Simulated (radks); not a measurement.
Level of theory: scalar-relativistic Kohn-Sham, r2SCAN, spin-unpolarised, spherical densities, finite nucleus. Computed with the in-house radial solver radks. The occupation of the 3d shell is varied from Ti⁺ ([Ar] 3d1 4s2) to Ti ([Ar] 3d2 4s2), with spherical fractional occupations. Wanted, and plotted below: the total energy less the straight line between the end points.

The curve is convex (below the straight line), with the largest deviation among the points computed, −1.45 eV, at 0.5. The end points differ by 9.54 eV, the energy to take the electron out. Convexity is the mark of the delocalisation error, which puts fractional charges too low; for p, d and f shells the spherical spreading of the fraction adds to it.

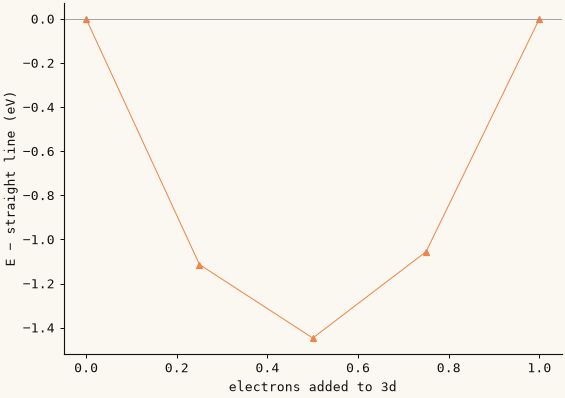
